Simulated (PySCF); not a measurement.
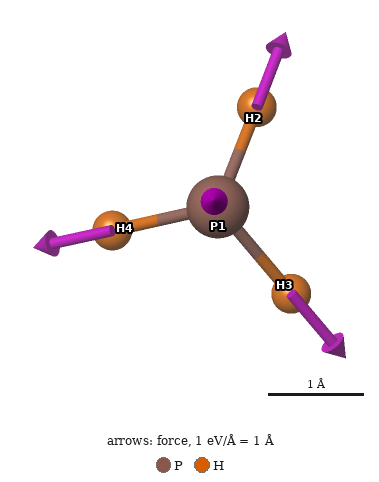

Starting geometry of PH$_{3}$ with the computed forces as purple arrows. Style: ball-and-stick. Shown face on.

The start comes from GFN2-xTB.

These are results of PBE0-D3(BJ)/def2-SVP geometry optimisation, gas phase in PySCF 2.14.0, density-fitted response routines, not measurements. 

Is this structure relaxed? If not, where do the atoms go?

It isn't relaxed: the largest force vector, on P1, is 1.43 eV/Å. The final displacements follow the starting forces only in part (cosine between the two patterns 0.78). The largest moves after the best rigid fit, 0.042 Å, are those of H2, H3 and H4. By element the largest moves are H 0.042 Å, P 0.010 Å. Among the contacts that change: P1–H2 1.387 → 1.429 Å. The energy falls by 1.42 kcal/mol in 3 geometry steps.
